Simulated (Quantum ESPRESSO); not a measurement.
## How far to go with the plane-wave cutoff: NaTl (R3m, 4 atoms in the cell)

```yaml
crystal:
  lattice:
    - [0.00000, 3.75057, 3.75057]
    - [3.75057, 0.00000, 3.75057]
    - [3.75057, 3.75057, 0.00000]
  atoms:
    - { symbol: Na, position: [0.50385, 0.50385, 0.50385] }
    - { symbol: Na, position: [0.75000, 0.75000, 0.75000] }
    - { symbol: Tl, position: [0.00000, 0.00000, 0.00000] }
    - { symbol: Tl, position: [0.25000, 0.25000, 0.25000] }
```

Method of the run: LDA (PZ), GBRV 1.5 ultrasoft (LDA) pseudopotentials (plane waves; Quantum ESPRESSO).

Base settings: ecutwfc = 40 Ry; ecutrho = 200 Ry; occupations = smearing; smearing = gauss; degauss = 0.0073499 Ry; potentials = {Na: na_lda_v1.5.uspp.F.UPF, Tl: tl_lda_v1.2.uspp.F.UPF}; K_POINTS = automatic 3 3 3 0 0 0; conv_thr = 1e-11 Ry.

Moved along: ecutrho.

The second cell is the first with its lattice scaled by 0.98.

The mesh stays at the base's, so the ladder's end is converged at best in this setting alone.

Only quantities that move along the ladder and can be compared are tabulated.

The count of work is k-points × plane waves × bands × iterations; it is no time. 

The starting cell comes from a database of computed structures (which also holds hypothetical and non-ambient phases and stackings), without a prior relaxation at this level. Its lattice was rescaled by up to half a per cent. One atom was moved a little off its site on purpose. Without a gap this mesh is coarse (it stands for a supercell whose shortest vector is 16 Å).

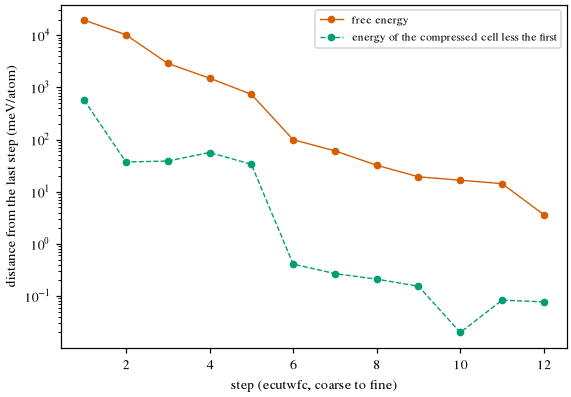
Fig. 1. Distance from the last step along the ladder; very small values are drawn at a floor.

```tsv
ecutwfc	free energy less the last step's (meV/atom)	energy of the compressed cell less the first (meV/atom)	pressure (GPa)	largest difference of a force vector from the last step's (eV/Å)	count of work / last
14 Ry	19525.50	-567.36	-339.37	0.091	0.067
16 Ry	10257.12	41.15	-206.04	0.073	0.082
20 Ry	2896.08	42.75	-77.19	0.004	0.11
22 Ry	1507.77	60.48	-46.19	0.003	0.12
24 Ry	739.20	37.62	-25.43	0.002	0.14
32 Ry	99.69	3.52	-1.88	0.000	0.19
36 Ry	60.91	3.66	-1.49	0.001	0.26
40 Ry	32.22	4.14	-1.10	0.000	0.27
44 Ry	19.34	3.78	-0.54	0.000	0.31
48 Ry	16.65	3.93	-0.27	0.000	0.35
54 Ry	14.30	3.85	-0.43	0.000	0.42
70 Ry	3.63	3.86	-0.27	0.000	0.63
96 Ry	0.00	3.93	-0.25	0.000	1.0
```

Coarsest ecutwfc that holds the free energy within 5 meV/atom: not settled: the last two steps still differ by 3.6 meV/atom, over half the tolerance, so the ladder does not show it.

Coarsest ecutwfc that holds the forces within 0.02 eV/Å of the last step, with all finer ones: 20 Ry, at 0.11 of the last step's count of work; the step before is off by 0.073 eV/Å.

Coarsest ecutwfc that holds the pressure within 0.1 GPa of the last step, with all finer ones: 70 Ry; the step before is off by 0.18 GPa.

At the lowest cutoff the pressure lies 339 GPa under the last step's, the usual sign of Pulay stress in an incomplete plane-wave basis.
